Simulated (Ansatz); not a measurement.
# MoO3 (molybdenum trioxide): BHLYP/def2-SVPD (core potential)

Aim: the energy change on altering one bond length of MoO3 (molybdenum trioxide) at BHLYP/def2-SVPD (core potential), from 2 runs. 

The calculation is run with Ansatz 0.2.0.

3 further runs of the same task are left out: 2 that didn't finish, 1 set aside as unsound or not needed.

## Step 1: The structure to begin with

MoO3: 4 atoms, total charge 0, spin state singlet. SMILES: `[O]=[Mo](=[O])=[O]`. The shape is that of a PBE0-D4/def2-TZVP optimisation.

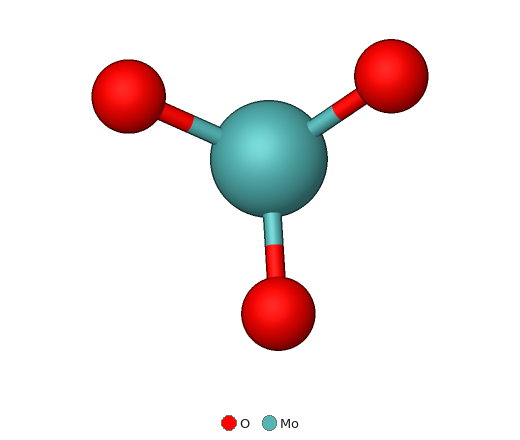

The structure, seen from a chosen angle (oxygen red, molybdenum teal).

## Step 2: The energy at BHLYP/def2-SVPD (core potential)

File job.yaml:

```yaml
crystal:
  periodic: [false, false, false]
  atoms:
    - {symbol: O, position_ang: [-0.968000, -0.149800, 1.262500]}
    - {symbol: Mo, position_ang: [-0.138100, -0.336500, -0.200300]}
    - {symbol: O, position_ang: [1.507000, -0.607600, 0.088800]}
    - {symbol: O, position_ang: [-0.345200, 1.033600, -1.171400]}
basis:
  gaussian: {orbitals: def2-SVPD}
hamiltonian: {xc: {name: BHLYP}}
accuracy: high
output: {orbitals: {seedname: orbitals}}
```

Command:

```console
$ ansatz run job.yaml --threads 1 --pin off --max-ram 3480MiB --events-out events.jsonl --progress --plain --runs-dir runs
```

The log of the run:

```text
Warning: RAYON_NUM_THREADS=1 ignored (pool sized by the plan → 1); use --threads N
Functional definition: BHLYP
  name "BHLYP"
  parameter a = 0.5
  exchange = (1 - a)*b88_x + a*exact_x
  correlation = lyp_c
2048 factors; integrals over basis functions are off by at most 2.4e-9 eV
mean field evaluation 1: about -7963.4853 eV, gradient 1.1e2 eV
mean field evaluation 2: about -7773.2029 eV, gradient 3.1e2 eV
mean field evaluation 4: about -7985.6386 eV, gradient 6.2e0 eV
mean field evaluation 8: about -7986.0103 eV, gradient 1.4e0 eV
mean field evaluation 16: about -7986.0154 eV, gradient 4.4e-3 eV
mean field -7986.01536472 eV, -293.4806515377 hartree, gradient 5.1e-8 eV, S^2 0.000000; 0 other end points of the search recorded, 0 dependent functions left out
reference -7986.01538727 eV, -293.4806523666 hartree; 19, 19 occupied and 84, 84 virtual orbitals, 2048 factors
Total energy: -7986.01538727 eV, -293.4806523666 hartree
```

Run time: 11 s. Hardware: 1 thread of Arm Neoverse V1, shared host; peak memory 0.34 GiB.

## Step 3: The distorted shape at the same level

File job.yaml:

```yaml
crystal:
  periodic: [false, false, false]
  atoms:
    - {symbol: O, position_ang: [-2.284080, 0.067080, 1.031220]}
    - {symbol: Mo, position_ang: [-1.454180, -0.119620, -0.431580]}
    - {symbol: O, position_ang: [1.507000, -0.607600, 0.088800]}
    - {symbol: O, position_ang: [-1.661280, 1.250480, -1.402680]}
basis:
  gaussian:
    orbitals: def2-SVPD
hamiltonian:
  xc: {name: BHLYP}
accuracy: high
output: {orbitals: {seedname: orbitals}}
```

Command:

```console
$ ansatz run job.yaml --threads 1 --pin off --max-ram 3480MiB --events-out events.jsonl --progress --plain --runs-dir runs
```

The log of the run:

```text
Warning: RAYON_NUM_THREADS=1 ignored (pool sized by the plan → 1); use --threads N
Functional definition: BHLYP
  name "BHLYP"
  parameter a = 0.5
  exchange = (1 - a)*b88_x + a*exact_x
  correlation = lyp_c
2038 factors; integrals over basis functions are off by at most 2.9e-9 eV
mean field evaluation 1: about -7932.2771 eV, gradient 1.3e2 eV
mean field evaluation 2: about -7373.4087 eV, gradient 3.1e2 eV
mean field evaluation 4: about -7762.5252 eV, gradient 1.6e2 eV
mean field evaluation 8: about -7956.7850 eV, gradient 7.4e1 eV
mean field evaluation 16: about -7978.7040 eV, gradient 5.6e-4 eV
mean field evaluation 32: about -7978.0250 eV, gradient 9.0e0 eV
mean field -7978.70399849 eV, -293.2119637848 hartree, gradient 2.5e-8 eV, S^2 0.000000; 6 other end points of the search recorded, 0 dependent functions left out
reference -7978.70402263 eV, -293.2119646720 hartree; 19, 19 occupied and 84, 84 virtual orbitals, 2038 factors
Total energy: -7978.70402263 eV, -293.2119646720 hartree
```

Wall time 24 s (1 thread of Arm Neoverse V1, shared host); peak memory 0.35 GiB.

## Step 4: Summary of results

Level: BHLYP/def2-SVPD (core potential).

| quantity | value |
| --- | --- |
| first shape: total energy | -293.48065 Eh |
| first shape: HOMO energy | -10.84 eV |
| first shape: LUMO energy | -4.27 eV |
| first shape: HOMO–LUMO gap | 6.57 eV |
| distorted shape: total energy | -293.21196 Eh |
| distorted shape: HOMO energy | -8.21 eV |
| distorted shape: LUMO energy | -4.80 eV |
| distorted shape: HOMO–LUMO gap | 3.41 eV |
| energy change with the Mo2–O3 bond stretched from 1.692 to 3.046 Å | 7.311 eV |

With the Mo2–O3 bond stretched from 1.692 to 3.046 Å the energy rises by 7.31 eV (705 kJ/mol). The first shape isn't relaxed at this level, so the change isn't measured from a minimum. A restricted reference can't describe the breaking bond well at this length.
